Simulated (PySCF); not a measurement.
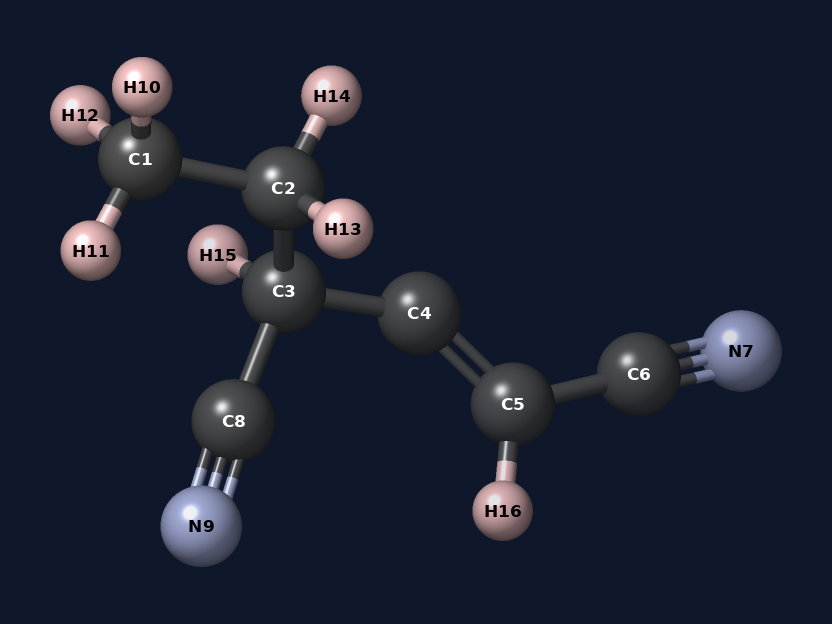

Charge 0, doublet. The computed structure is the end point of a GFN2-xTB optimisation. No frequency run is at hand to confirm it as a minimum. Level of theory: UKS B3LYP, pcH-1 on C H N, non-relativistic (PySCF 2.14.0). Fermi-contact and spin-dipolar terms alone, no spin-orbit part.

**Which nucleus has the largest dipolar (anisotropic) hyperfine coupling?**

13C at C4: principal values −85.8, −61.8, 147.7 MHz.

List the isotropic and dipolar parts for the most strongly coupled nuclei, one of each equivalent set.

| atom | isotope | a_iso (MHz) | dipolar part (MHz) |
| --- | --- | --- | --- |
| C4 | 13C | 293.3 | −85.8, −61.8, 147.7 |
| C5 | 13C | −17.7 | −19.5, 1.9, 17.6 |
| H15 | 1H | 28.0 | −6.8, −5.6, 12.5 |
| C8 | 13C | 80.6 | −5.5, −3.1, 8.5 |
| H14 | 1H | −1.1 | −4.8, −3.2, 8.0 |
| C3 | 13C | 25.5 | −3.9, −3.1, 7.0 |
| H16 | 1H | 163.9 | −5.3, −1.5, 6.8 |
| H13 | 1H | −1.2 | −3.2, −2.9, 6.2 |
